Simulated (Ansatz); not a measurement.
Consider ZnSeO3 (Pnma).

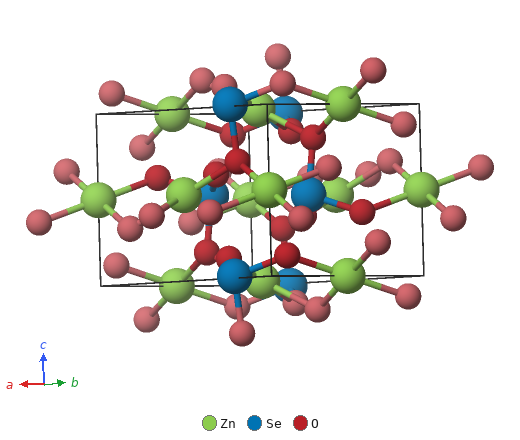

The structure (zinc green, selenium blue, oxygen red). Some periodic images of atoms are drawn too.

Symmetry: Pnma, No. 62, orthorhombic system. Conventional cell: a = 6.004 Å, b = 7.810 Å, c = 5.136 Å, α = 90.00°, β = 90.00°, γ = 90.00°. Nearest to Zn lie 6 O at 2.03 to 2.34 Å. Se has 3 O at 1.72 to 1.73 Å nearest. Nearest to O lie 1 Se at 1.73 Å and 2 Zn at 2.03 to 2.34 Å. Nearest to O lie 1 Se at 1.72 Å and 2 Zn at 2.21 Å. Farther neighbours and most contacts between anions are not listed.

```
Zn Se O
1.0
     6.00401    0.00000    0.00000
     0.00000    7.81049    0.00000
     0.00000    0.00000    5.13580
Zn Se O
4 4 12
Cartesian
  0.0000 3.9052 2.5679
  3.0020 3.9052 0.0000
  3.0020 0.0000 0.0000
  0.0000 0.0000 2.5679
  5.7745 5.8579 0.0654
  3.2315 1.9526 2.6333
  2.7725 5.8579 2.5025
  0.2295 1.9526 5.0704
  1.1747 3.2852 4.4963
  1.8273 4.5253 1.9284
  4.1767 0.6201 3.2074
  4.8293 7.1904 0.6395
  4.8293 4.5253 0.6395
  4.1767 3.2852 3.2074
  1.8273 7.1904 1.9284
  1.1747 0.6201 4.4963
  0.4647 1.9526 1.6396
  2.5373 5.8579 4.2075
  3.4667 1.9526 0.9283
  5.5393 5.8579 3.4962
```

The cell is the Materials Project's (PBE, PBE+U or r2SCAN) relaxed one; the ions were relaxed with r2SCAN.

Gaps computed with Ansatz 0.2.0 without a self-energy: r2SCAN 4.16 eV, r2SCAN+SOC 4.15 eV, HSE06 5.14 eV and HSE06+SOC 5.13 eV.

Question: Estimate the G0W0@r2SCAN gap with 4×2×4 mesh, 1546 empty bands, screening to 200 eV, hard PAW files.

About 5.69 eV: on its mesh the run moves the gap from 4.17 eV by +1.52 eV. Among the scalar-relativistic levels given, HSE06 is nearest (−0.55 eV). Bands and cutoff are finite, so the gap is not at the basis limit. The miss can reach some tenths of an eV and take either sign; the mesh is an error of its own. The 4×2×4 mesh is coarse for this cell (its supercell is 16 Å along the shortest edge). The RPA ε∞ on it, from the r2SCAN start, is 3.51, 3.86 and 4.01; such meshes misread the long-range screening, most where the gap is narrow. A d shell, filled or nearly so, lies near the gap. One-shot GW converges very slowly in bands there, not always from below, and on a semilocal start the gap tends to come out low; starts rich in exact exchange can overshoot instead. The many-body steps are scalar-relativistic: spin-orbit coupling is not in them.

[Paths, hosts, dates, memory and timing lines, banners, echoed tables and standing remarks are left out of the program output.]

[Logs are printed without paths, hosts, clocks, repeated set-up lines and the standing remarks that a program may print on its own settings, such as how far it seeks lower states.]

[Runs of the session that timed out or met a known fault of the program may be left out.]

[Cells called generated may have been cut or substituted from an entry of the Crystallography Open Database or the Materials Project.]

[Hosts, paths, dates, database ids (printed as entryN), source tags and the programs' standing remarks are cut or masked in the printed files.]
